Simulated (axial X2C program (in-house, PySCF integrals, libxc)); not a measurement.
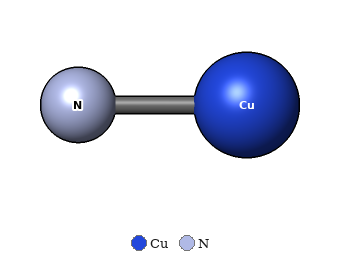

The molecule at the reference distance of 1.774 Å.

# Relativistic diatomic calculation, with input and output: CuN⁻

- system: CuN⁻. The reference is closed-shell CuN; the roots are the vertical energy changes on adding an electron to it, which gives states of CuN⁻. The distance is the PBE0 minimum at charge 0.
- method: EOM-EA-CCSD, two-component X2C with atomic mean-field Coulomb and Gaunt terms, Cu dyall-acv3z, N dyall-av3z (cores contracted) (axial X2C program (in-house, PySCF integrals, libxc))

Results in brief:

| quantity | value |
| --- | --- |
| outcome | converged |
| HF energy of the reference CuN | −1707.05551 hartree |
| MP2 energy of the reference CuN | −1707.78756 hartree |
| CCSD energy of the reference CuN (with the MP2 share of the virtual spinors left out of the coupled-cluster step) | −1707.75595 hartree |
| CCSD(T) energy of the reference CuN | −1707.78666 hartree |
| T1 diagnostic (spinor form; for a closed shell √2 times the usual value) | 0.078 |
| hardware | 1 thread of Arm Neoverse V2, 24 GiB of memory available, shared host |
| wall time | 36 s |
| peak memory | 0.99 GiB |

Input:
```
{"zs": [29, 7], "q": -1, "bas": ["dyall-acv3z", "dyall-av3z"], "r0": 1.75, "eom": "ea", "thr": -2.0, "nmax": 92, "grid": [1, 0.96, 1.045, 0.92, 1.09, 1.15], "rq": 0}
```

The line is the task of a batch: nuclear charges, charge, bases, a first guess of the distance and further settings. This report covers the levels named above. The log is that of the reference distance 1.774 Å.

Launched within a batch (the task file carries these settings):
```bash
python <driver script> task.json out
```

The program's output:
```
two-component X2C + atomic mean field  HF
basis functions 178  fitting functions 940  grid points 5075
iter        total energy     max residual
   1      -1703.671959594     3.10e+00
   2      -1707.005260301     6.15e-02
   3      -1706.971731023     9.03e-02
   4      -1707.052803426     8.57e-03
   5      -1707.054529985     5.58e-03
   6      -1707.055154223     2.75e-03
   7      -1707.055493098     5.77e-04
   8      -1707.055505720     2.75e-04
   9      -1707.055508255     8.31e-05
  10      -1707.055508790     5.01e-05
  11      -1707.055508879     2.20e-05
  12      -1707.055508898     8.48e-06
  13      -1707.055508901     1.40e-06
  14      -1707.055508901     5.87e-07
converged
one-electron -2500.88698122  Coulomb 806.84226239  exact exchange -73.05361324  xc functional 0.00000000  nuclear repulsion 60.55410023  atomic mean-field constant -0.51127707
correlated 16  virtual 280  natural virtual 88  E(MP2) -0.732055545  MP2 remainder -0.133996167
iter   CCSD correlation   residual
   1     -0.499262698   3.29e-01
   2     -0.540805138   2.50e-01
   3     -0.552449106   9.47e-02
   4     -0.558586003   7.13e-02
   5     -0.561385463   4.68e-02
   6     -0.564752620   3.14e-02
   7     -0.565636361   1.82e-02
   8     -0.565529858   1.24e-02
   9     -0.566423132   8.79e-03
  10     -0.566459390   6.01e-03
  11     -0.566393881   3.11e-03
  12     -0.566514726   1.89e-03
  13     -0.566452287   1.16e-03
  14     -0.566446651   6.68e-04
  15     -0.566450286   4.06e-04
  16     -0.566445682   2.48e-04
  17     -0.566442096   1.40e-04
  18     -0.566445371   7.79e-05
  19     -0.566444005   4.87e-05
  20     -0.566443296   3.04e-05
  21     -0.566444006   2.14e-05
  22     -0.566443254   1.53e-05
  23     -0.566442953   1.08e-05
  24     -0.566442999   7.80e-06
  25     -0.566442913   5.86e-06
  26     -0.566442848   4.23e-06
  27     -0.566443024   3.15e-06
  28     -0.566443105   2.17e-06
  29     -0.566443136   1.52e-06
  30     -0.566443234   1.07e-06
  31     -0.566443262   7.02e-07
  32     -0.566443267   4.47e-07
(T) -0.030712426785066436  T1 0.0782  D1 0.1841  max T2 0.097
EOM-EA-CCSD roots
2*Omega      energy/Eh   energy/eV  one-particle weight
    1      -0.02070139     -0.5633      0.968
    1       0.01299202      0.3535      0.995
    1       0.01541725      0.4195      0.994
    1       0.02853177      0.7764      0.985
    1       0.04480617      1.2192      0.006
    3      -0.01263414     -0.3438      0.815
    3       0.01534010      0.4174      0.975
    3       0.04205164      1.1443      0.000
    3       0.05915393      1.6097      0.453
    5       0.06070178      1.6518      0.000
    5       0.09168302      2.4948      0.000
    7       0.11581223      3.1514      0.000
```

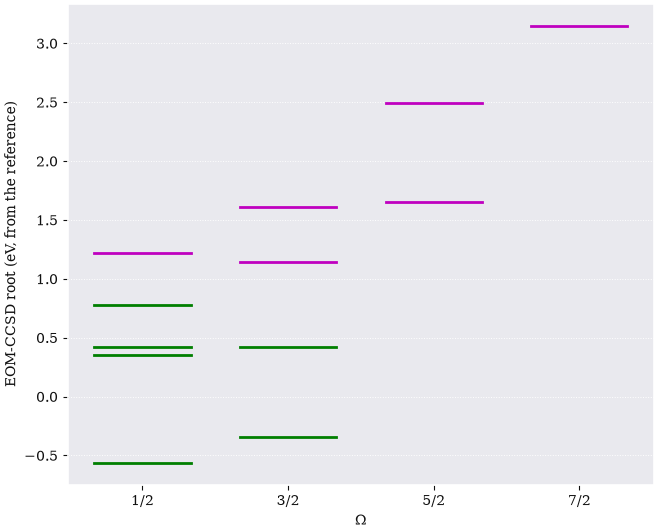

EOM-CCSD roots by Ω at 1.77 Å; roots whose one-particle weight is under 0.8 have the second colour. The lowest has Ω = 1/2 and lies at −0.563 eV, with one-particle weight 0.97. 6 of the 12 roots are less well described at this level.
